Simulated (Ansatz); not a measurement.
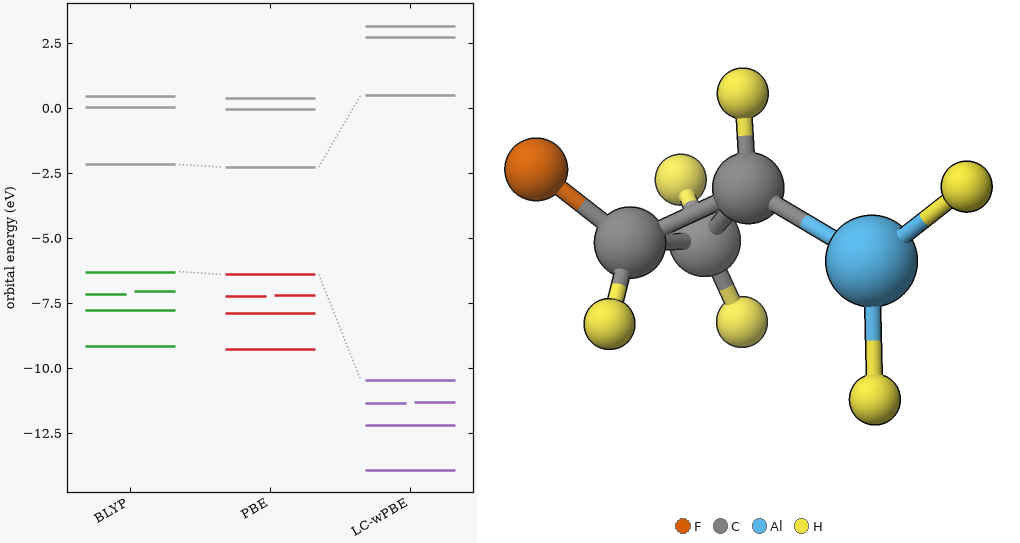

Frontier orbital energies of C₃H₆AlF, SMILES F[C@H]1C[C@@H]1[AlH2], singlet at one geometry, def2-TZVPP, the Ansatz code 0.2.0, at a PBE0-D4/def2-TZVP geometry (a minimum by its frequencies). Empty levels are grey, levels within 0.1 eV stand side by side; all columns show the same few orbitals around the gap. Dotted lines join the HOMOs and the LUMOs.

Q: How do the frontier levels move from column to column?

A: The separation grows from 4.12 eV (BLYP) to 10.94 eV (LC-wPBE).

```csv
level,HOMO (eV),LUMO (eV),separation (eV)
BLYP,−6.29,−2.17,4.12
PBE,−6.40,−2.26,4.13
LC-wPBE,−10.45,0.49,10.94
```

Limits of at least one run: empty levels above zero depend strongly on the basis.
